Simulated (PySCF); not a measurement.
Molecule: SMILES CC(C)(C)[SiH2][SiH2]O. Atoms near the plane z = 0.0 Å, at the GFN2-xTB optimised geometry (x, y, z in Å): C1 (2.8, -0.7, 0.0), C2 (1.3, -0.7, 0.0), Si5 (0.6, 1.1, 0.0), Si6 (-1.6, 1.2, -0.3), O7 (-2.3, 0.0, 0.5), H8 (3.2, -0.2, 0.9), H9 (3.2, -0.2, -0.9), H10 (3.2, -1.7, 0.0), H18 (1.3, 1.8, -1.1), H20 (-2.3, 2.5, 0.2), H21 (-3.2, -0.2, 0.5).

Method: CAM-B3LYP/def2-SVP run with PySCF 2.14.0. Cells within 0.4 Å of a nucleus heavier than hydrogen are left out (blank, or x). The values are rescaled to run from 0 to 1.

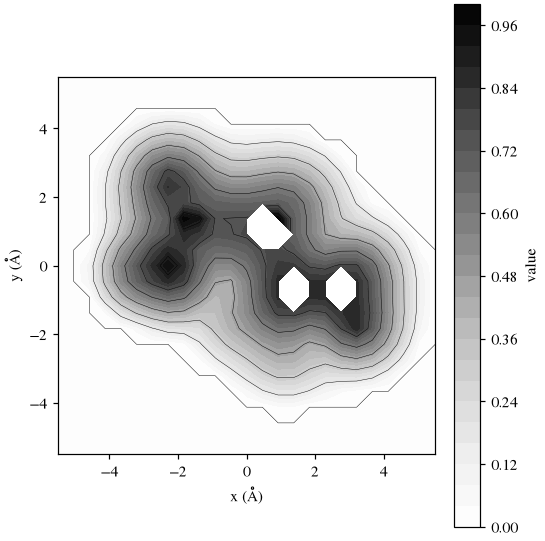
*a field on the plane z = 0.0 Å.*

**Question.** Which quantity is mapped?
(A) deformation density (molecule minus spherical neutral atoms)
(B) electron localisation function
(C) Laplacian of the electron density
(D) log10 of the electron density

**Answer.** D, log10 of the electron density. In full: log10 of the electron density (e/bohr³), floored at −4.
